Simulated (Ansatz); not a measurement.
# SiAsH6 radical (built from SMILES [AsH3].[SiH3]): search for a transition state, part 2 of 2

Ansatz 0.2.0, Gaussian basis; PBE0-D4. Earlier steps stand in the parts before.

### Step 6. Checking the order of the point

Contents of vib/in.yaml:

```yaml
crystal:
  periodic: [false, false, false]
  atoms:
    - {symbol: H, position_ang: [-0.784471, -0.222327, -0.567343]}
    - {symbol: As, position_ang: [-1.848474, 0.826829, -1.052203]}
    - {symbol: Si, position_ang: [1.021725, -0.978686, 0.531990]}
    - {symbol: H, position_ang: [-1.777393, 1.566376, 0.276518]}
    - {symbol: H, position_ang: [-0.760582, 1.704483, -1.654881]}
    - {symbol: H, position_ang: [0.516610, -0.635902, 1.886663]}
    - {symbol: H, position_ang: [1.967116, 0.059333, 0.046066]}
    - {symbol: H, position_ang: [1.665468, -2.320108, 0.533090]}
basis:
  gaussian: {orbitals: def2-TZVP}
magnetization: {spin_polarized: true, initial_magnetization: 1}
hamiltonian: {xc: pbe0, dispersion: d4}
phonons: {temperatures: {t_min: 298.15, t_max: 900, t_step: 200}}
```

On the command line:

```sh
ansatz run in.yaml --threads 4 --pin off --events-out ev --progress --plain --max-ram 9574MiB
```

The program printed (excerpt; [...] marks lines left out):

```text
Functional definition: PBE0
  name "PBE0"
  cite "Adamo & Barone, J. Chem. Phys. 110, 6158 (1999) doi:10.1063/1.478522"
  cite "Perdew, Burke & Ernzerhof, Phys. Rev. Lett. 77, 3865 (1996) doi:10.1103/PhysRevLett.77.3865"
  parent pbe
[...]
955 factors; their error is unknown
[...]
mean field -68803.81865068 eV, -2528.4936985093 hartree, gradient 6.0e-5 eV, S^2 0.755552; 0 other end points of the search recorded, 0 dependent functions left out
[...]
reference -68803.81868348 eV, -2528.4936997146 hartree; 27, 26 occupied and 94, 95 virtual orbitals, 955 factors
[... from here to the last solve, the lines of the solves are left out (47 solves) ...]
955 factors; their error is unknown
[...]
mean field -68803.81864395 eV, -2528.4936982620 hartree, gradient 2.6e-6 eV, S^2 0.755556; 0 other end points of the search recorded, 0 dependent functions left out
[...]
WARN: phonons: modes at or below zero, which the zero-point energy, F, S and C_V leave out: 1, the lowest at -112.61 cm⁻¹. A minimum has none, and a first-order saddle one
[...]
Total energy: -68803.93079572 eV, -2528.4978197634 hartree
Atom 0 at    -0.784471    -0.222327    -0.567343 Å, force    -0.001359     0.001222    -0.000167 eV/Å
Atom 1 at    -1.848474     0.826829    -1.052203 Å, force     0.001198    -0.002289    -0.001041 eV/Å
Atom 2 at     1.021725    -0.978686     0.531990 Å, force    -0.002322     0.007545    -0.003445 eV/Å
Atom 3 at    -1.777393     1.566376     0.276518 Å, force    -0.000848     0.000410     0.001646 eV/Å
Atom 4 at    -0.760582     1.704483    -1.654881 Å, force     0.000414     0.000945    -0.000886 eV/Å
Atom 5 at     0.516610    -0.635902     1.886663 Å, force     0.000327     0.000301     0.002972 eV/Å
Atom 6 at     1.967116     0.059333     0.046066 Å, force    -0.000329    -0.000671     0.000525 eV/Å
Atom 7 at     1.665468    -2.320108     0.533090 Å, force     0.002919    -0.007462     0.000397 eV/Å
Dipole moment:     0.016041     0.034190     0.001916 e Å
Vibrations: -112.61 20.36 73.47 139.84 284.46 289.49 756.76 903.67 926.40 927.45 1002.89 1010.05 1640.68 2198.27 2217.00 2226.75 2233.97 2241.20 cm⁻¹, zero-point energy 1.183598 eV
```

Run time: 71 s. Hardware: 4 threads of Arm Neoverse V1, shared host.

The modes, with what each moves most:

| mode | wavenumber (cm⁻¹) | character |
| --- | --- | --- |
| 1 | 113i | changes H1–Si3 |
| 2 | 20 | not assigned (largely outside the bonds, angles and torsions drawn) |
| 3 | 73 | not assigned (largely outside the bonds, angles and torsions drawn) |
| 4 | 140 | not assigned (largely outside the bonds, angles and torsions drawn) |
| 5 | 284 | not assigned (largely outside the bonds, angles and torsions drawn) |
| 6 | 289 | not assigned (largely outside the bonds, angles and torsions drawn) |
| 7 | 757 | bend |
| 8 | 904 | bend |
| 9 | 926 | bend |
| 10 | 927 | bend |
| 11 | 1003 | bend |
| 12 | 1010 | bend |
| 13 | 1641 | As–H stretch |
| 14 | 2198 | Si–H stretch |
| 15 | 2217 | As–H stretch |
| 16 | 2227 | As–H stretch |
| 17 | 2234 | Si–H stretch |
| 18 | 2241 | Si–H stretch |

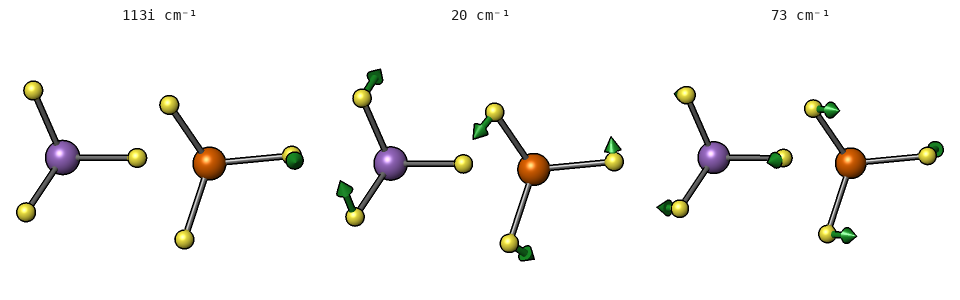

How the atoms move in 3 of the modes.

Vibrational sums (real modes only):

| T (K) | entropy (J/mol/K) | heat capacity (J/mol/K) |
| --- | --- | --- |
| 298 | 72.3 | 51.1 |
| 498 | 104.0 | 73.5 |
| 698 | 131.7 | 90.8 |
| 898 | 156.2 | 103.6 |

Modes under 50 cm⁻¹ weigh heavily in the entropy, and the harmonic picture is poor for them.

### Step 7. Relaxing after a step of 0.30 Å one way along the mode

Contents of downa/in.yaml:

```yaml
crystal:
  periodic: [false, false, false]
  atoms:
    - {symbol: H, position_ang: [-0.627828, -0.287037, -0.425657]}
    - {symbol: As, position_ang: [-1.788237, 0.726099, -0.983337]}
    - {symbol: Si, position_ang: [0.907949, -0.850969, 0.498238]}
    - {symbol: H, position_ang: [-1.635769, 1.596457, 0.268332]}
    - {symbol: H, position_ang: [-0.751653, 1.555702, -1.741646]}
    - {symbol: H, position_ang: [0.485222, -0.687677, 1.927662]}
    - {symbol: H, position_ang: [1.919944, 0.190747, 0.154400]}
    - {symbol: H, position_ang: [1.490372, -2.243322, 0.301908]}
basis:
  gaussian: {orbitals: def2-TZVP}
magnetization: {spin_polarized: true, initial_magnetization: 1}
hamiltonian: {xc: pbe0, dispersion: d4}
relax: {f_tol: 0.005, max_steps: 200}
```

On the command line:

```sh
ansatz run in.yaml --threads 4 --pin off --events-out ev --progress --plain --max-ram 9574MiB
```

The program printed (excerpt; [...] marks lines left out):

```text
[... 5 set-up lines as earlier in the session ...]
[...]
955 factors; their error is unknown
[...]
mean field -68803.84560091 eV, -2528.4946889120 hartree, gradient 7.9e-5 eV, S^2 0.758938; 0 other end points of the search recorded, 0 dependent functions left out
[...]
reference -68803.84563339 eV, -2528.4946901054 hartree; 27, 26 occupied and 94, 95 virtual orbitals, 955 factors
relax step   1: F+E_penalty+E_count = -68803.96210665 eV  Δ(F+E_penalty+E_count) = +0.000e0 eV  max|allowed force component| = 5.706e-1 eV/Å  Δτ_max = 0.0000 Å  (28 SCF iters, accepted)
[...]
reference -68804.47993322 eV, -2528.5180001943 hartree; 27, 26 occupied and 94, 95 virtual orbitals, 955 factors
Total energy: -68804.57657755 eV, -2528.5215518078 hartree
Atom 0 at    -0.154182    -1.394375    -0.489297 Å, force     0.000442    -0.000504     0.000007 eV/Å
Atom 1 at    -2.120685     1.389809    -1.032163 Å, force     0.002473     0.000827     0.003708 eV/Å
Atom 2 at     0.881972    -0.918040     0.462474 Å, force     0.000166     0.001049    -0.001057 eV/Å
Atom 3 at    -1.529634     1.510606     0.370818 Å, force    -0.001434    -0.000118    -0.004490 eV/Å
Atom 4 at    -0.758681     1.692045    -1.651328 Å, force    -0.000837    -0.000655     0.000732 eV/Å
Atom 5 at     0.233462    -0.502654     1.731726 Å, force     0.000027    -0.000005     0.000682 eV/Å
Atom 6 at     1.602549     0.237842    -0.127883 Å, force    -0.000817    -0.000383     0.000628 eV/Å
Atom 7 at     1.845198    -2.015234     0.735554 Å, force    -0.000020    -0.000212    -0.000210 eV/Å
Dipole moment:     0.050100     0.014566     0.015373 e Å
```

Run time: 61 s. Hardware: 4 threads of Arm Neoverse V1, shared host.

The steps of the relaxation: (the energy doesn't fall at every step)

| step | energy from step 1 (eV) | largest force component (eV/Å) |
| --- | --- | --- |
| 1 | 0.0000 | 0.5706 |
| 2 | -0.0470 | 0.5023 |
| 3 | -0.1925 | 0.8816 |
| 4 | -0.4611 | 0.6333 |
| 5 | -0.5530 | 0.1618 |
| 6 | -0.5772 | 0.3786 |
| 7 | -0.5976 | 0.0755 |
| 8 | -0.5991 | 0.0980 |
| 9 | -0.5999 | 0.0100 |
| 10 | -0.6001 | 0.0070 |
| 11 | -0.5947 | 0.3324 |
| 12 | -0.6005 | 0.0127 |
| 13 | -0.6013 | 0.0643 |
| 14 | -0.6019 | 0.1035 |
| 15 | -0.6029 | 0.0943 |
| 16 | -0.6034 | 0.2022 |
| 17 | -0.6055 | 0.1299 |
| 18 | -0.6093 | 0.0057 |
| 19 | -0.6119 | 0.0641 |
| 20 | -0.6120 | 0.1277 |
| 21 | -0.6138 | 0.0363 |
| 22 | -0.6141 | 0.0125 |
| 23 | -0.6144 | 0.0094 |
| 24 | -0.6144 | 0.0071 |
| 25 | -0.6144 | 0.0027 |
| 26 | -0.6144 | 0.0034 |
| 27 | -0.6144 | 0.0035 |
| 28 | -0.6144 | 0.0045 |

Close pairs (by a distance rule), those that changed most:

| bond | before (Å) | after (Å) | change (Å) |
| --- | --- | --- | --- |
| H1–As2 | 1.638 | 3.452 | +1.813 |
| H1–Si3 | 1.879 | 1.485 | -0.393 |
| Si3–H8 | 1.522 | 1.485 | -0.037 |
| Si3–H6 | 1.500 | 1.485 | -0.015 |
| Si3–H7 | 1.492 | 1.485 | -0.008 |
| As2–H4 | 1.532 | 1.527 | -0.005 |
| As2–H5 | 1.529 | 1.526 | -0.003 |

### Step 8. Relaxing after a step of 0.30 Å the other way along the mode

Contents of downb/in.yaml:

```yaml
crystal:
  periodic: [false, false, false]
  atoms:
    - {symbol: H, position_ang: [-0.941113, -0.157616, -0.709030]}
    - {symbol: As, position_ang: [-1.908711, 0.927560, -1.121069]}
    - {symbol: Si, position_ang: [1.135501, -1.106402, 0.565742]}
    - {symbol: H, position_ang: [-1.919017, 1.536295, 0.284705]}
    - {symbol: H, position_ang: [-0.769510, 1.853264, -1.568115]}
    - {symbol: H, position_ang: [0.547999, -0.584126, 1.845664]}
    - {symbol: H, position_ang: [2.014288, -0.072080, -0.062268]}
    - {symbol: H, position_ang: [1.840564, -2.396894, 0.764272]}
basis:
  gaussian: {orbitals: def2-TZVP}
magnetization: {spin_polarized: true, initial_magnetization: 1}
hamiltonian: {xc: pbe0, dispersion: d4}
relax: {f_tol: 0.005, max_steps: 200}
```

On the command line:

```sh
ansatz run in.yaml --threads 4 --pin off --events-out ev --progress --plain --max-ram 9574MiB
```

The program printed (excerpt; [...] marks lines left out):

```text
[... 5 set-up lines as earlier in the session ...]
[...]
955 factors; their error is unknown
[...]
mean field -68803.82066414 eV, -2528.4937725024 hartree, gradient 3.2e-5 eV, S^2 0.753428; 0 other end points of the search recorded, 0 dependent functions left out
[...]
reference -68803.82069879 eV, -2528.4937737758 hartree; 27, 26 occupied and 94, 95 virtual orbitals, 955 factors
relax step   1: F+E_penalty+E_count = -68803.92522847 eV  Δ(F+E_penalty+E_count) = +0.000e0 eV  max|allowed force component| = 5.211e-1 eV/Å  Δτ_max = 0.0000 Å  (28 SCF iters, accepted)
[...]
reference -68803.83381679 eV, -2528.4942558533 hartree; 27, 26 occupied and 94, 95 virtual orbitals, 955 factors
Total energy: -68803.94036580 eV, -2528.4981714572 hartree
Atom 0 at    -1.151113    -0.256978    -0.860939 Å, force    -0.002056     0.002327     0.001651 eV/Å
Atom 1 at    -1.887135     1.062390    -1.090601 Å, force     0.002764    -0.000789     0.000639 eV/Å
Atom 2 at     1.108322    -1.135819     0.548717 Å, force     0.003815    -0.002066    -0.000514 eV/Å
Atom 3 at    -1.752616     1.449901     0.375033 Å, force     0.000719    -0.002166    -0.002068 eV/Å
Atom 4 at    -0.593199     1.776940    -1.452581 Å, force    -0.001331     0.000525     0.000008 eV/Å
Atom 5 at     0.415041    -0.586764     1.742405 Å, force    -0.000742     0.000228     0.000631 eV/Å
Atom 6 at     1.831261    -0.068805    -0.190147 Å, force    -0.000491    -0.001214     0.000663 eV/Å
Atom 7 at     2.029441    -2.240863     0.928014 Å, force    -0.002678     0.003154    -0.001011 eV/Å
Dipole moment:     0.029335     0.014694     0.018424 e Å
```

Wall time 38 s (4 threads of Arm Neoverse V1, shared host).

Step by step: (the energy doesn't fall at every step)

| step | energy from step 1 (eV) | largest force component (eV/Å) |
| --- | --- | --- |
| 1 | 0.0000 | 0.5211 |
| 2 | -0.0114 | 0.0639 |
| 3 | -0.0121 | 0.0153 |
| 4 | -0.0122 | 0.0157 |
| 5 | -0.0127 | 0.0241 |
| 6 | -0.0123 | 0.1362 |
| 7 | -0.0081 | 0.2149 |
| 8 | -0.0134 | 0.0092 |
| 9 | -0.0136 | 0.0930 |
| 10 | -0.0142 | 0.0397 |
| 11 | -0.0144 | 0.0151 |
| 12 | -0.0146 | 0.0023 |
| 13 | -0.0149 | 0.0485 |
| 14 | -0.0150 | 0.0272 |
| 15 | -0.0150 | 0.0123 |
| 16 | -0.0151 | 0.0063 |
| 17 | -0.0151 | 0.0038 |

Distances of close pairs at the start and the end, largest changes first:

| bond | before (Å) | after (Å) | change (Å) |
| --- | --- | --- | --- |
| H1–As2 | 1.511 | 1.528 | +0.017 |
| Si3–H6 | 1.502 | 1.486 | -0.016 |
| As2–H5 | 1.534 | 1.522 | -0.013 |
| As2–H4 | 1.532 | 1.522 | -0.010 |
| Si3–H7 | 1.495 | 1.486 | -0.010 |
| Si3–H8 | 1.484 | 1.488 | +0.004 |

### Step 9. What the saddle joins

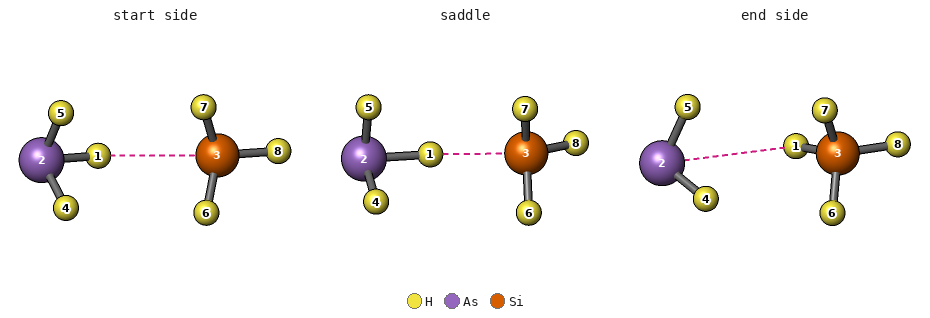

The minimum on the start side, the saddle and the minimum on the end side; broken lines mark the pairs that change.

| pair | start side (Å) | saddle (Å) | end side (Å) |
| --- | --- | --- | --- |
| H1–Si3 | 2.804 | 2.246 | 1.485 |
| H1–As2 | 1.528 | 1.571 | 3.452 |

### Step 10. What came out

This closing draws on all 2 parts.

| quantity | value |
| --- | --- |
| imaginary mode | 113i cm⁻¹ |
| barrier from the start side | 0.2 kcal/mol |
| barrier from the end side | 14.9 kcal/mol |
| energy of the step | -14.7 kcal/mol |
| pairs that change | H1–Si3 formed, H1–As2 broken |
| zero-point energy at the saddle | 1.184 eV |

What this shows: The point has a single imaginary mode (113i cm⁻¹), as a transition state must. It joins the planned start and end. At PBE0-D4/def2-TZVP the electronic barrier is 0.2 kcal/mol, about 0 kT at 298 K, and the step runs 14.7 kcal/mol downhill. A step off the saddle overshot and began above it in energy, so the link to its end is likely but not proven. The ends are the nearest minima, not always the lowest complexes.
